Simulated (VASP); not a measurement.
# SiO2 (Stishovite) with PBE + D3(BJ): from relaxation to properties

Wanted: the relaxed cell of SiO2 (Stishovite) and its properties. The steps: full relaxation (PBE + D3(BJ)), second relaxation, density, ELF and potential (PBE + D3(BJ)), band structure (PBE + D3(BJ)), density of states (PBE + D3(BJ)), optical spectrum (PBE + D3(BJ)) and response to an electric field (PBE + D3(BJ)). The start is a cell from a database of measured crystal structures.

Calculated with VASP 6.6.1; PBE with D3(BJ); plane waves and PAW (Si, O).

### 1. The starting structure

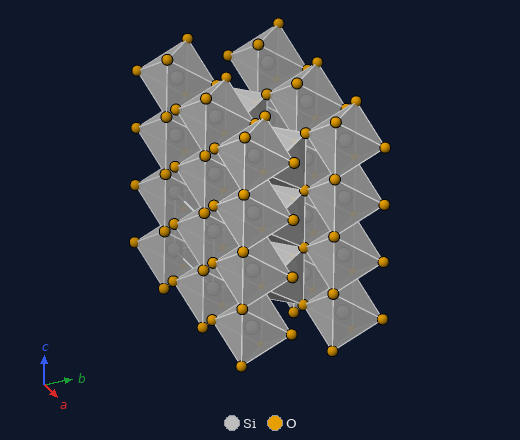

The starting structure, seen slightly off an axis (silicon light grey, oxygen orange). 2×1×3 cells are drawn. Some periodic images of atoms are drawn too.

Coordinates:

```xyz
6
Lattice="4.1773 0.0000 0.0000 0.0000 4.1773 0.0000 0.0000 0.0000 2.6652" Properties=species:S:1:pos:R:3 pbc="T T T"
Si    0.0000    0.0000    0.0000
Si    2.0886    2.0886    1.3326
O     1.2778    1.2778    0.0000
O     0.8108    3.3665    1.3326
O     2.8995    2.8995    0.0000
O     3.3665    0.8108    1.3326
```

### 2. Full relaxation (PBE + D3(BJ))

The start need not lie at this functional's minimum. ISIF = 3 frees volume, shape and positions, and EDIFFG sets the threshold on forces and stress at which the search stops. PBE, the usual starting point, adds the gradient of the density. A dispersion term adds the long-range attraction that semilocal functionals lack. D3 with Becke-Johnson damping keeps a finite attraction at short range.

Contents of INCAR:

```
SYSTEM = SiO2
PREC = Accurate
ENCUT = 520
EDIFF = 1E-06
NELM = 100
ISMEAR = 0
SIGMA = 0.05
LREAL = .FALSE.
ALGO = Normal
GGA = PE
IVDW = 12
NBANDS = 22
LORBIT = 11
LWAVE = .FALSE.
LCHARG = .FALSE.
KPAR = 4
IBRION = 2
NSW = 60
ISIF = 3
EDIFFG = -0.01
```

Contents of POSCAR:

```
SiO2
1.0
    4.1773000000      0.0000000000      0.0000000000
    0.0000000000      4.1773000000      0.0000000000
    0.0000000000      0.0000000000      2.6652000000
Si O
2 4
Direct
    0.0000000000      0.0000000000      0.0000000000
    0.5000000000      0.5000000000      0.5000000000
    0.3059000000      0.3059000000      0.0000000000
    0.1941000000      0.8059000000      0.5000000000
    0.6941000000      0.6941000000      0.0000000000
    0.8059000000      0.1941000000      0.5000000000
```

Contents of KPOINTS:

```
Automatic mesh
0
Gamma
6 6 8
0 0 0
```

PAW data sets: Si and O (PBE family, release 64).

The run is started by

```console
mpirun -np 4 vasp_std
```

The log of the run:

```text
[banner, memory and clock lines left out]
running    4 mpi-ranks, on    1 nodes
 distrk:  each k-point on    1 cores,    4 groups
 distr:  one band on    1 cores,    1 groups

 POSCAR found type information on POSCAR SiO
 POSCAR found :  2 types and       6 ions
 LDA part: xc-table for (Slater+PW92), standard interpolation
 POSCAR, INCAR and KPOINTS ok, starting setup
 FFT: planning ... GRIDC
 FFT: planning ... GRID_SOFT
 FFT: planning ... GRID
 WAVECAR not read
 entering main loop
       N       E                     dE             d eps       ncg     rms          rms(c)
DAV:   1     0.149987628548E+03    0.14999E+03   -0.18014E+04  2208   0.140E+03
DAV:   2    -0.439665498493E+02   -0.19395E+03   -0.18630E+03  2858   0.303E+02
DAV:   3    -0.508514193400E+02   -0.68849E+01   -0.68604E+01  2794   0.578E+01
DAV:   4    -0.509008821728E+02   -0.49463E-01   -0.49437E-01  2710   0.563E+00
DAV:   5    -0.509013803748E+02   -0.49820E-03   -0.49815E-03  2746   0.531E-01    0.176E+01
DAV:   6    -0.462047209519E+02    0.46967E+01   -0.16389E+01  2602   0.278E+01    0.803E+00
DAV:   7    -0.462272864706E+02   -0.22566E-01   -0.59045E-01  2608   0.508E+00    0.296E+00
DAV:   8    -0.462416791545E+02   -0.14393E-01   -0.20792E-02  2584   0.138E+00    0.109E+00
DAV:   9    -0.462481124146E+02   -0.64333E-02   -0.83940E-03  2668   0.900E-01    0.269E-01
DAV:  10    -0.462483310269E+02   -0.21861E-03   -0.55190E-04  2692   0.185E-01    0.431E-02
DAV:  11    -0.462483021540E+02    0.28873E-04   -0.12458E-04  2686   0.816E-02    0.624E-03
DAV:  12    -0.462483032370E+02   -0.10830E-05   -0.69144E-06  2680   0.193E-02    0.431E-03
DAV:  13    -0.462483031656E+02    0.71400E-07   -0.97076E-07  1658   0.771E-03
   1 F= -.47692544E+02 E0= -.47692544E+02  d E =-.476925E+02
 curvature:   0.00 expect dE= 0.000E+00 dE for cont linesearch  0.000E+00
 trial: gam= 0.00000 g(F)=  0.171E-02 g(S)=  0.812E-01 ort = 0.000E+00 (trialstep = 0.100E+01)
 search vector abs. value=  0.829E-01
 bond charge predicted
       N       E                     dE             d eps       ncg     rms          rms(c)
DAV:   1    -0.465687778044E+02   -0.32047E+00   -0.70481E+00  2644   0.222E+01    0.426E+00
DAV:   2    -0.463055593288E+02    0.26322E+00   -0.90264E-01  2554   0.700E+00    0.884E-01
DAV:   3    -0.462985818847E+02    0.69774E-02   -0.41178E-02  2524   0.138E+00    0.444E-01
DAV:   4    -0.462961770468E+02    0.24048E-02   -0.24123E-03  2644   0.384E-01    0.156E-01
DAV:   5    -0.462958707667E+02    0.30628E-03   -0.45194E-04  2662   0.148E-01    0.450E-02
DAV:   6    -0.462958686641E+02    0.21025E-05   -0.11342E-05  2548   0.247E-02    0.123E-02
DAV:   7    -0.462958656751E+02    0.29890E-05   -0.37971E-06  2388   0.137E-02    0.179E-03
DAV:   8    -0.462958656226E+02    0.52449E-07   -0.12638E-07  1418   0.259E-03
   2 F= -.47677291E+02 E0= -.47677291E+02  d E =0.152536E-01
[...]
3 F= -.47709511E+02 E0= -.47709511E+02  d E =-.169660E-01
[...]
4 F= -.47709508E+02 E0= -.47709508E+02  d E =-.169634E-01
[...]
5 F= -.47709874E+02 E0= -.47709874E+02  d E =-.366524E-03
[...]
6 F= -.47709901E+02 E0= -.47709901E+02  d E =-.393283E-03
 curvature:  -0.35 expect dE=-0.256E-04 dE for cont linesearch -0.405E-08
 trial: gam= 0.06122 g(F)=  0.174E-06 g(S)=  0.734E-04 ort = 0.361E-05 (trialstep = 0.845E+00)
 search vector abs. value=  0.782E-04
 bond charge predicted
       N       E                     dE             d eps       ncg     rms          rms(c)
DAV:   1    -0.462942774079E+02   -0.11956E-02   -0.50900E-03  2548   0.579E-01    0.764E-02
DAV:   2    -0.462941875292E+02    0.89879E-04   -0.25604E-04  2602   0.122E-01    0.269E-02
DAV:   3    -0.462941752716E+02    0.12258E-04   -0.29503E-05  2662   0.393E-02    0.968E-03
DAV:   4    -0.462941728604E+02    0.24112E-05   -0.56662E-06  2638   0.185E-02    0.294E-03
DAV:   5    -0.462941725645E+02    0.29591E-06   -0.79154E-07  1226   0.685E-03
   7 F= -.47709931E+02 E0= -.47709931E+02  d E =-.294063E-04
 trial-energy change:   -0.000029  1 .order   -0.000030   -0.000062    0.000002
 step:   0.8204(harm=  0.8204)  dis= 0.00010  next Energy=   -47.709931 (dE=-0.303E-04)
 reached required accuracy - stopping structural energy minimisation
```

Wall time 14 s (4 MPI ranks of Intel Xeon 6975P-C (Granite Rapids), shared host); peak memory 0.75 GiB; 56 s of CPU time.

Lines that name or quote the potential files are left out of all logs, and their timing lines are given in words.

OUTCAR, selected parts (step 2):

```text
ion  position               nearest neighbor table
   1  0.000  0.000  0.000-   4 1.76   6 1.76   4 1.76   6 1.76   5 1.81   3 1.81
   2  0.500  0.500  0.500-   3 1.76   5 1.76   3 1.76   5 1.76   4 1.81   6 1.81
   3  0.306  0.306  0.000-   2 1.76   2 1.76   1 1.81
   4  0.194  0.806  0.500-   1 1.76   1 1.76   2 1.81
   5  0.694  0.694  0.000-   2 1.76   2 1.76   1 1.81
   6  0.806  0.194  0.500-   1 1.76   1 1.76   2 1.81

  LATTYP: Found a simple tetragonal cell.
 ALAT       =     4.1773000000
 C/A-ratio  =     0.6380197735

 Subroutine GETGRP returns: Found 16 space group operations
 (whereof  8 operations were pure point group operations)

The static configuration has the point symmetry D_2h.
 The point group associated with its full space group is D_4h.

 Found     50 irreducible k-points:

   k-points           NKPTS =     50   k-points in BZ     NKDIM =     50   number of bands    NBANDS=     22

   dimension x,y,z NGX =    32 NGY =   32 NGZ =   20
   dimension x,y,z NGXF=    64 NGYF=   64 NGZF=   40

   ENCUT  =  520.0 eV  38.22 Ry    6.18 a.u.   7.77  7.77  4.96*2*pi/ulx,y,z

   NELECT =      32.0000    total number of electrons

 k-points in reciprocal lattice and weights: Automatic mesh
   0.00000000  0.00000000  0.00000000       0.003
   0.16666667  0.00000000  0.00000000       0.014
   0.33333333  0.00000000  0.00000000       0.014
   0.50000000  0.00000000  0.00000000       0.007
   0.16666667  0.16666667  0.00000000       0.014
   0.33333333  0.16666667  0.00000000       0.028
   0.50000000  0.16666667  0.00000000       0.014
   0.33333333  0.33333333  0.00000000       0.014
   0.50000000  0.33333333  0.00000000       0.014
[...]
0.50000000  0.33333333  0.50000000       0.014
   0.50000000  0.50000000  0.50000000       0.003

 Edisp (eV)   -1.41682

 average (electrostatic) potential at core
       1 -81.4908       2 -81.4908       3 -66.9682       4 -66.9682       5 -66.9682
       6 -66.9682

 E-fermi :   8.3081

 k-point     1 :       0.0000    0.0000    0.0000
  band No.  band energies     occupation
    ...
     12       4.8966      2.00000
     13       5.4844      2.00000
     14       7.1341      2.00000
     15       7.1341      2.00000
     16       8.0089      2.00000
     17      13.2721      0.00000
     18      14.6068      0.00000
     19      16.3289      0.00000
     20      16.3289      0.00000
     21      19.0777      0.00000
    ...

 k-point     2 :       0.1667    0.0000    0.0000
  band No.  band energies     occupation
    ...
     12       4.9580      2.00000
     13       5.5339      2.00000
     14       6.5474      2.00000
     15       7.0870      2.00000
     16       7.7949      2.00000
     17      13.7232      0.00000
     18      14.8411      0.00000
     19      16.4030      0.00000
     20      16.4071      0.00000
     21      19.4976      0.00000
    ...

 k-point     3 :       0.3333    0.0000    0.0000
  band No.  band energies     occupation
    ...
     12       5.1226      2.00000
     13       5.2760      2.00000
     14       5.4978      2.00000
     15       6.9776      2.00000
     16       7.2887      2.00000
     17      14.6754      0.00000
     18      15.3944      0.00000
     19      16.5884      0.00000
     20      16.7793      0.00000
     21      19.3139      0.00000
    ...

 Edisp (eV)   -1.41576

  Total      -0.01163    -0.01163    -0.04077    -0.00000     0.00000     0.00000
  in kB      -0.39307    -0.39307    -1.37738    -0.00000     0.00000     0.00000
  external pressure =       -0.72 kB  Pullay stress =        0.00 kB

  energy-cutoff  :      520.00
  volume of cell :       47.42
      direct lattice vectors                 reciprocal lattice vectors
     4.202048789  0.000000000  0.000000000     0.237979150  0.000000000  0.000000000
    -0.000000000  4.202048789  0.000000000    -0.000000000  0.237979150  0.000000000
     0.000000000  0.000000000  2.685516001     0.000000000  0.000000000  0.372367917

 POSITION                                       TOTAL-FORCE (eV/Angst)
 -----------------------------------------------------------------------------------
      4.20205      0.00000      2.68552         0.000000      0.000000      0.000000
      2.10102      2.10102      1.34276         0.000000      0.000000      0.000000
      1.28592      1.28592      0.00000         0.001873      0.001873      0.000000
      0.81511      3.38694      1.34276        -0.001873      0.001873      0.000000
      2.91613      2.91613      2.68552        -0.001873     -0.001873     -0.000000
      3.38694      0.81511      1.34276         0.001873     -0.001873     -0.000000
 -----------------------------------------------------------------------------------
    total drift:                                0.000000      0.000000     -0.000000

  FREE ENERGIE OF THE ION-ELECTRON SYSTEM (eV)
  ---------------------------------------------------
  free  energy   TOTEN  =       -47.7099305219 eV

  energy  without entropy=      -47.7099305219  energy(sigma->0) =      -47.70993052

 reached required accuracy - stopping structural energy minimisation

 total charge
# of ion       s       p       d       tot
------------------------------------------
    1        0.585   0.859   0.000   1.445
    2        0.585   0.859   0.000   1.445
    3        1.550   3.679   0.000   5.229
    4        1.550   3.679   0.000   5.229
    5        1.550   3.679   0.000   5.229
    6        1.550   3.679   0.000   5.229
--------------------------------------------------
tot          7.370  16.433   0.000  23.804

[... 3 further parts left out ...]
```

The gap is read on the k-mesh alone, so it is an upper bound where the band edges lie off the mesh. The run keeps the 16 symmetry operations of its start, so it cannot find a distortion of lower symmetry.

Relaxation path:

```csv
step,energy less that of the first step (eV),largest force (eV/Å),pressure (GPa),volume (Å³)
1,0.0000,0.0942,6.24,46.51
2,0.0153,0.2877,-7.74,48.57
3,-0.0170,0.0767,0.07,47.36
4,-0.0170,0.0734,0.18,47.34
5,-0.0173,0.0211,0.10,47.40
6,-0.0174,0.0010,0.11,47.38
7,-0.0174,0.0026,-0.07,47.42
```

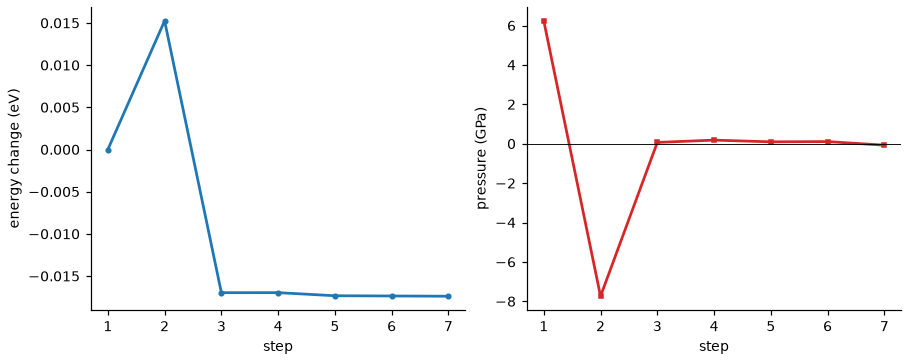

Energy and pressure along the relaxation.

```csv
"conventional cell, symmetrised",before,after,change
a (Å),4.177,4.202,+0.6 %
b (Å),4.177,4.202,+0.6 %
c (Å),2.665,2.686,+0.8 %
volume (Å³/atom),7.75,7.90,+2.0 %
```

The relaxed structure:

```cif
data_structure
_symmetry_space_group_name_H-M 'P 1'
_symmetry_Int_Tables_number 1
_cell_length_a 4.2020
_cell_length_b 4.2020
_cell_length_c 2.6855
_cell_angle_alpha 90.000
_cell_angle_beta 90.000
_cell_angle_gamma 90.000
_cell_volume 47.42
loop_
_atom_site_label
_atom_site_type_symbol
_atom_site_fract_x
_atom_site_fract_y
_atom_site_fract_z
_atom_site_occupancy
Si1 Si 0.00000 0.00000 0.00000 1
Si2 Si 0.50000 0.50000 0.50000 1
O3 O 0.30602 0.30602 0.00000 1
O4 O 0.19398 0.80602 0.50000 1
O5 O 0.69398 0.69398 0.00000 1
O6 O 0.80602 0.19398 0.50000 1
```

A gap read on the k-mesh alone can miss the band edges.

This step gave:

* electrons: 32
* bands: 22
* irreducible k points: 50
* symmetry operations: 16
* free energy (TOTEN): -47.71 eV
* Fermi energy: 8.308 eV
* pressure: -0.07212 GPa
* metallic: no
* valence top at k: 0, 0, 0
* conduction bottom at k: 0, 0, 0
* least direct gap at k: 0, 0, 0
* SCF cycles over all ionic steps: 46
* gap on the k-mesh: 5.263 eV
* least direct gap on the k-mesh: 5.263 eV

It ends with a largest force of 0.003 eV/Å and a pressure of -0.07 GPa. The volume lies +2.0 % from that of the database's start.

### 3. Second relaxation

A relaxation keeps the plane waves of the cell it began with, so it is repeated from the new cell, on a basis made for it. The mesh changes with the cell too.

INCAR is that of step 2.

Contents of POSCAR:

```
SiO2
1.0
    4.2020487886      0.0000000000      0.0000000000
    0.0000000000      4.2020487886      0.0000000000
    0.0000000000      0.0000000000      2.6855160013
Si O
2 4
Direct
    0.0000000000      0.0000000000      0.0000000000
    0.5000000000      0.5000000000      0.5000000000
    0.3060211004      0.3060211004      0.0000000000
    0.1939788996      0.8060211004      0.5000000000
    0.6939788996      0.6939788996      0.0000000000
    0.8060211004      0.1939788996      0.5000000000
```

Contents of KPOINTS:

```
Automatic mesh
0
Gamma
5 5 8
0 0 0
```

The run is started by

```console
mpirun -np 4 vasp_std
```

The log of the run:

```text
[... set-up lines as in an earlier step ...]
 entering main loop
       N       E                     dE             d eps       ncg     rms          rms(c)
DAV:   1     0.152768530626E+03    0.15277E+03   -0.17926E+04  1320   0.139E+03
DAV:   2    -0.437602404176E+02   -0.19653E+03   -0.18938E+03  1724   0.304E+02
DAV:   3    -0.508590291529E+02   -0.70988E+01   -0.70680E+01  1680   0.580E+01
DAV:   4    -0.509080725965E+02   -0.49043E-01   -0.49028E-01  1632   0.565E+00
DAV:   5    -0.509085224597E+02   -0.44986E-03   -0.44983E-03  1674   0.523E-01    0.173E+01
DAV:   6    -0.462497504952E+02    0.46588E+01   -0.16449E+01  1530   0.277E+01    0.779E+00
DAV:   7    -0.462752051459E+02   -0.25455E-01   -0.55118E-01  1584   0.493E+00    0.291E+00
DAV:   8    -0.462893485184E+02   -0.14143E-01   -0.19786E-02  1572   0.135E+00    0.109E+00
DAV:   9    -0.462959131955E+02   -0.65647E-02   -0.84254E-03  1602   0.908E-01    0.267E-01
DAV:  10    -0.462961419803E+02   -0.22878E-03   -0.68065E-04  1614   0.201E-01    0.481E-02
DAV:  11    -0.462961035593E+02    0.38421E-04   -0.16121E-04  1614   0.922E-02    0.657E-03
DAV:  12    -0.462961047263E+02   -0.11670E-05   -0.77182E-06  1578   0.202E-02    0.448E-03
DAV:  13    -0.462961046339E+02    0.92320E-07   -0.10621E-06  1050   0.799E-03
   1 F= -.47711863E+02 E0= -.47711863E+02  d E =-.477119E+02
 curvature:   0.00 expect dE= 0.000E+00 dE for cont linesearch  0.000E+00
 trial: gam= 0.00000 g(F)=  0.137E-05 g(S)=  0.138E-04 ort = 0.000E+00 (trialstep = 0.100E+01)
 search vector abs. value=  0.152E-04
 reached required accuracy - stopping structural energy minimisation
```

The job ended after 3 s (4 MPI ranks; peak memory 0.67 GiB).

From OUTCAR (step 3):

```text
  LATTYP: Found a simple tetragonal cell.
 ALAT       =     4.2020487886
 C/A-ratio  =     0.6390968160

 Found     30 irreducible k-points:

   k-points           NKPTS =     30   k-points in BZ     NKDIM =     30   number of bands    NBANDS=     22

   ENCUT  =  520.0 eV  38.22 Ry    6.18 a.u.   7.81  7.81  4.99*2*pi/ulx,y,z

   NELECT =      32.0000    total number of electrons

 E-fermi :   8.3241

 k-point     1 :       0.0000    0.0000    0.0000
  band No.  band energies     occupation
    ...
     12       4.8965      2.00000
     13       5.4843      2.00000
     14       7.1340      2.00000
     15       7.1340      2.00000
     16       8.0088      2.00000
     17      13.2720      0.00000
     18      14.6067      0.00000
     19      16.3289      0.00000
     20      16.3289      0.00000
     21      19.0776      0.00000
    ...

 k-point     2 :       0.2000    0.0000    0.0000
  band No.  band energies     occupation
    ...
     12       4.9839      2.00000
     13       5.5387      2.00000
     14       6.3220      2.00000
     15       7.0676      2.00000
     16       7.7061      2.00000
     17      13.8941      0.00000
     18      14.9381      0.00000
     19      16.4377      0.00000
     20      16.4532      0.00000
     21      19.5894      0.00000
    ...

 Edisp (eV)   -1.41576

  Total      -0.00981    -0.00981    -0.03908     0.00000     0.00000     0.00000
  in kB      -0.33131    -0.33131    -1.32036     0.00000     0.00000     0.00000
  external pressure =       -0.66 kB  Pullay stress =        0.00 kB

  energy-cutoff  :      520.00
  volume of cell :       47.42
      direct lattice vectors                 reciprocal lattice vectors
     4.202048789  0.000000000  0.000000000     0.237979150  0.000000000  0.000000000
     0.000000000  4.202048789  0.000000000     0.000000000  0.237979150  0.000000000
     0.000000000  0.000000000  2.685516001     0.000000000  0.000000000  0.372367917

 POSITION                                       TOTAL-FORCE (eV/Angst)
 -----------------------------------------------------------------------------------
      0.00000      0.00000      0.00000        -0.000000      0.000000     -0.000000
      2.10102      2.10102      1.34276        -0.000000      0.000000     -0.000000
      1.28592      1.28592      0.00000         0.001883      0.001883     -0.000000
      0.81511      3.38694      1.34276        -0.001883      0.001883     -0.000000
      2.91613      2.91613      0.00000        -0.001883     -0.001883      0.000000
      3.38694      0.81511      1.34276         0.001883     -0.001883      0.000000
 -----------------------------------------------------------------------------------
    total drift:                                0.000000      0.000000     -0.000000

  FREE ENERGIE OF THE ION-ELECTRON SYSTEM (eV)
  ---------------------------------------------------
  free  energy   TOTEN  =       -47.7118625913 eV

  energy  without entropy=      -47.7118625913  energy(sigma->0) =      -47.71186259

 total charge
# of ion       s       p       d       tot
------------------------------------------
    1        0.585   0.859   0.000   1.445
    2        0.585   0.859   0.000   1.445
    3        1.549   3.679   0.000   5.228
    4        1.549   3.679   0.000   5.228
    5        1.549   3.679   0.000   5.228
    6        1.549   3.679   0.000   5.228
--------------------------------------------------
tot          7.368  16.434   0.000  23.802

[... 5 parts as in an earlier step ...]

[... 6 further parts left out ...]
```

Little changed from the start: no atom moved by 0.005 Å and no cell edge by 0.1 %.

This step gave:

* irreducible k points: 30
* Fermi energy: 8.324 eV
* pressure: -0.06610 GPa
* SCF cycles over all ionic steps: 13

It ends with a largest force of 0.003 eV/Å and a pressure of -0.07 GPa. The volume moved by under 0.01 %: the run met its threshold at the first step.

(Continued in part 2 of 4.)

[Lines on the potential files, build, host, timing and source positions are cut from VASP's logs without a mark.]

[Logs are printed without paths, hosts, clocks, repeated set-up lines and the standing remarks that a program may print on its own settings, such as how far it seeks lower states.]

[Hosts, paths, dates, database ids (printed as entryN), source tags and the programs' standing remarks are cut or masked in the printed files.]

[A measured line is paired with the nearest computed mode of its activity, which favours agreement.]
